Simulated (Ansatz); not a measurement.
# CH₃Cl₂InO: how energies converge with the basis set

How large a basis does CH₃Cl₂InO need? Two functionals are run in growing sets.

Program: Ansatz 0.2.0, Gaussian basis. Level of theory: one geometry, several basis sets. These are calculated values, not measurements.

Plan: PBE0-D4/def2-SVP; ωB97M-V/def2-SVP; PBE0-D4/def2-QZVPP; ωB97M-V/def2-QZVPP; the functionals' def2-TZVPP values are taken from earlier runs.

**1. The geometry**

An earlier PBE0-D4 in a triple-zeta def2 set relaxation fixed the geometry. In takes the def2 core potential; no spin-orbit term is included.

SMILES `C[O][In]([Cl])[Cl]`, 8 atoms, charge 0, spin multiplicity 1.

Atoms are counted from 1 here; the program's logs count them from 0.

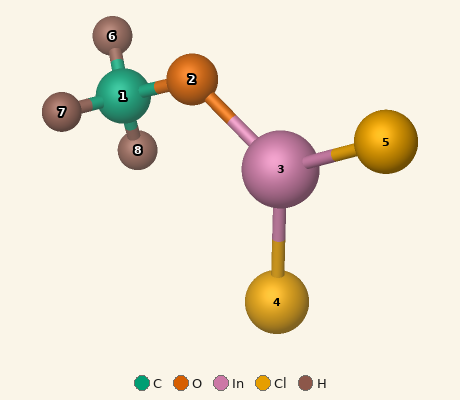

The geometry (carbon teal, oxygen orange, indium pink, chlorine amber, hydrogen brown); atoms are numbered from 1 in the order of the file.

Coordinates:

| atom | x (Å) | y (Å) | z (Å) |
| --- | --- | --- | --- |
| C1 | 0.02135 | -0.84311 | 1.10185 |
| O2 | 0.40095 | 0.45209 | 0.68836 |
| In3 | 0.08172 | 1.09246 | -1.13281 |
| Cl4 | -1.10084 | -0.26782 | -2.57458 |
| Cl5 | 0.83132 | 3.15648 | -1.78550 |
| H6 | -0.34731 | -0.78198 | 2.13046 |
| H7 | 0.88263 | -1.52030 | 1.08576 |
| H8 | -0.76982 | -1.28783 | 0.48646 |

**2. PBE0-D4 in def2-SVP**

File in.yaml:

```yaml
crystal:
  periodic: [false, false, false]
  atoms:
    - {symbol: C, position_ang: [0.021347, -0.843111, 1.101849]}
    - {symbol: O, position_ang: [0.400952, 0.452093, 0.688356]}
    - {symbol: In, position_ang: [0.081722, 1.092459, -1.132810]}
    - {symbol: Cl, position_ang: [-1.100843, -0.267817, -2.574580]}
    - {symbol: Cl, position_ang: [0.831324, 3.156483, -1.785504]}
    - {symbol: H, position_ang: [-0.347307, -0.781977, 2.130459]}
    - {symbol: H, position_ang: [0.882634, -1.520302, 1.085762]}
    - {symbol: H, position_ang: [-0.769821, -1.287827, 0.486458]}
basis:
  gaussian: {orbitals: def2-SVP}
hamiltonian: {xc: pbe0, dispersion: d4}
output: {orbitals: {seedname: orbitals}}
```

On the command line:

```console
> ansatz run in.yaml --threads 4 --pin off --events-out ev --progress --plain --max-ram 10444MiB
```

The program printed:

```text
Functional definition: PBE0
  name "PBE0"
  cite "Adamo & Barone, J. Chem. Phys. 110, 6158 (1999) doi:10.1063/1.478522"
  cite "Perdew, Burke & Ernzerhof, Phys. Rev. Lett. 77, 3865 (1996) doi:10.1103/PhysRevLett.77.3865"
  parent pbe
  parameter a = 0.25
  parameter kappa = 0.804
  parameter beta = 0.06672455060314922
  exchange = (1 - a)*pbe_x(kappa = kappa, mu = beta*pi^2/3) + a*exact_x
  correlation = pbe_c(beta = beta)
1085 factors; integrals over basis functions are off by at most 1.6e-3 eV
mean field evaluation 1: about -33326.7940 eV, gradient 5.0e1 eV
mean field evaluation 2: about -33288.2518 eV, gradient 1.4e2 eV
mean field evaluation 4: about -33332.3360 eV, gradient 8.5e0 eV
mean field evaluation 8: about -33332.6538 eV, gradient 3.7e-1 eV
mean field evaluation 16: about -33332.6540 eV, gradient 9.3e-5 eV
mean field -33332.65403684 eV, -1224.9524421693 hartree, gradient 2.3e-5 eV, S^2 0.000000; 0 other end points of the search recorded, 0 dependent functions left out
reference -33332.65407118 eV, -1224.9524434313 hartree; 36, 36 occupied and 69, 69 virtual orbitals, 1085 factors
Total energy: -33332.82108053 eV, -1224.9585809119 hartree
```

Run time: 1.1 s. Hardware: 4 threads of Arm Neoverse V2, shared host.

**3. ωB97M-V in def2-SVP**

in.yaml, as its differences from that of step 2:

```diff
@@ -13,3 +13,3 @@
   gaussian: {orbitals: def2-SVP}
-hamiltonian: {xc: pbe0, dispersion: d4}
+hamiltonian: {xc: {name: wB97M-V}}
 output: {orbitals: {seedname: orbitals}}
```

The command is unchanged.

The program printed, shortened:

```text
Functional definition: wB97M-V
  name "wB97M-V"
  cite "Mardirossian & Head-Gordon, J. Chem. Phys. 144, 214110 (2016) doi:10.1063/1.4952647"
  cite "Becke, J. Chem. Phys. 107, 8554 (1997) doi:10.1063/1.475007"
  cite "Vydrov & Van Voorhis, J. Chem. Phys. 133, 244103 (2010) doi:10.1063/1.3521275"
  # Of w^i u^j: cxij and so on, Table III.
[...]
  gx(w, u) = 1 - cx + cx01*u + cx10*w
  gss(w, u) = css00 + css04*u^4 + css10*w + css20*w^2 + css43*w^4*u^3
  gos(w, u) = cos00 + cos10*w + (cos20 + cos21*u)*w^2 + (cos60 + cos61*u)*w^6
[...]
      + integral(e_c_pw_mod_opposite_spin*gos(b97_w_opposite, b97_u_opposite)) + vv10(b, c)
1085 factors; integrals over basis functions are off by at most 1.6e-3 eV
259 factors; integrals over basis functions are off by at most 9.6e-6 eV
[...]
mean field -33340.59931246 eV, -1225.2444256629 hartree, gradient 1.8e-5 eV, S^2 0.000000; 0 other end points of the search recorded, 0 dependent functions left out
reference -33340.59936742 eV, -1225.2444276827 hartree; 36, 36 occupied and 69, 69 virtual orbitals, 1085 factors
Total energy: -33340.59936742 eV, -1225.2444276827 hartree
```

Run time: 4.6 s. Hardware: 4 threads of Arm Neoverse V2, shared host; peak memory 0.36 GiB.

**4. PBE0-D4 in def2-QZVPP**

in.yaml, as its differences from that of step 3:

```diff
@@ -12,4 +12,4 @@
 basis:
-  gaussian: {orbitals: def2-SVP}
-hamiltonian: {xc: {name: wB97M-V}}
+  gaussian: {orbitals: "def2-QZVPP.json"}
+hamiltonian: {xc: pbe0, dispersion: d4}
 output: {orbitals: {seedname: orbitals}}
```

Same command.

The program printed:

```text
Functional definition: PBE0
  name "PBE0"
  cite "Adamo & Barone, J. Chem. Phys. 110, 6158 (1999) doi:10.1063/1.478522"
  cite "Perdew, Burke & Ernzerhof, Phys. Rev. Lett. 77, 3865 (1996) doi:10.1103/PhysRevLett.77.3865"
  parent pbe
  parameter a = 0.25
  parameter kappa = 0.804
  parameter beta = 0.06672455060314922
  exchange = (1 - a)*pbe_x(kappa = kappa, mu = beta*pi^2/3) + a*exact_x
  correlation = pbe_c(beta = beta)
1767 factors; their error is unknown
mean field evaluation 1: about -33338.5834 eV, gradient 6.2e1 eV
mean field evaluation 2: about -33285.8132 eV, gradient 1.6e2 eV
mean field evaluation 4: about -33346.0388 eV, gradient 1.0e1 eV
mean field evaluation 8: about -33346.2285 eV, gradient 3.2e-1 eV
mean field evaluation 16: about -33346.2997 eV, gradient 2.9e-4 eV
mean field -33346.29966226 eV, -1225.4539096542 hartree, gradient 7.7e-5 eV, S^2 0.000000; 0 other end points of the search recorded, 0 dependent functions left out
reference -33346.29970245 eV, -1225.4539111313 hartree; 36, 36 occupied and 390, 390 virtual orbitals, 1767 factors
Total energy: -33346.46671181 eV, -1225.4600486120 hartree
```

It took 7 s on 4 threads of Arm Neoverse V2, shared host; peak memory 1.7 GiB.

**5. ωB97M-V in def2-QZVPP**

in.yaml, as its differences from that of step 4:

```diff
@@ -13,3 +13,3 @@
   gaussian: {orbitals: "def2-QZVPP.json"}
-hamiltonian: {xc: pbe0, dispersion: d4}
+hamiltonian: {xc: {name: wB97M-V}}
 output: {orbitals: {seedname: orbitals}}
```

Same command.

The program printed, shortened:

```text
Functional definition: wB97M-V
  name "wB97M-V"
  cite "Mardirossian & Head-Gordon, J. Chem. Phys. 144, 214110 (2016) doi:10.1063/1.4952647"
  cite "Becke, J. Chem. Phys. 107, 8554 (1997) doi:10.1063/1.475007"
  cite "Vydrov & Van Voorhis, J. Chem. Phys. 133, 244103 (2010) doi:10.1063/1.3521275"
  # Of w^i u^j: cxij and so on, Table III.
[...]
  gx(w, u) = 1 - cx + cx01*u + cx10*w
  gss(w, u) = css00 + css04*u^4 + css10*w + css20*w^2 + css43*w^4*u^3
  gos(w, u) = cos00 + cos10*w + (cos20 + cos21*u)*w^2 + (cos60 + cos61*u)*w^6
[...]
      + integral(e_c_pw_mod_opposite_spin*gos(b97_w_opposite, b97_u_opposite)) + vv10(b, c)
1695 factors; their error is unknown
333 factors; integrals over basis functions are off by at most 3.7e-5 eV
[...]
mean field -33354.23012978 eV, -1225.7453489602 hartree, gradient 6.3e-5 eV, S^2 0.000000; 0 other end points of the search recorded, 0 dependent functions left out
reference -33354.23019488 eV, -1225.7453513527 hartree; 36, 36 occupied and 390, 390 virtual orbitals, 1695 factors
Total energy: -33354.23019488 eV, -1225.7453513527 hartree
```

Wall time 16 s (4 threads of Arm Neoverse V2, shared host); peak memory 2 GiB.

**6. Density functionals: the series**

The def2-TZVPP values come from earlier runs at the same geometry.

| functional | basis | functions | energy (eV) | from the largest (eV) | HOMO (eV) | LUMO (eV) |
| --- | --- | --- | --- | --- | --- | --- |
| PBE0-D4 | def2-SVP | 105 | -33332.8211 | 13.646 | -8.06 | -2.38 |
| PBE0-D4 | def2-TZVPP | 238 | -33345.4988 | 0.968 | -8.22 | -2.52 |
| PBE0-D4 | def2-QZVPP | 426 | -33346.4667 | 0.000 | -8.26 | -2.56 |
| ωB97M-V | def2-SVP | 105 | -33340.5994 | 13.631 | -10.40 | -0.33 |
| ωB97M-V | def2-TZVPP | 238 | -33353.3046 | 0.926 | -10.61 | -0.55 |
| ωB97M-V | def2-QZVPP | 426 | -33354.2302 | 0.000 | -10.65 | -0.69 |

**7. Results**

| quantity | value |
| --- | --- |
| PBE0-D4: double and triple zeta above quadruple | 13.65, 0.97 eV |
| ωB97M-V: double and triple zeta above quadruple | 13.63, 0.93 eV |

What this shows: For PBE0-D4 the step from double to triple zeta gains 12.68 eV and the next only 0.97 eV. These are total energies; as a rule much of such shifts cancels in differences, which this series doesn't test.

For PBE0-D4 the largest set took about 6 times as long as the smallest (7 s against 1.1 s).
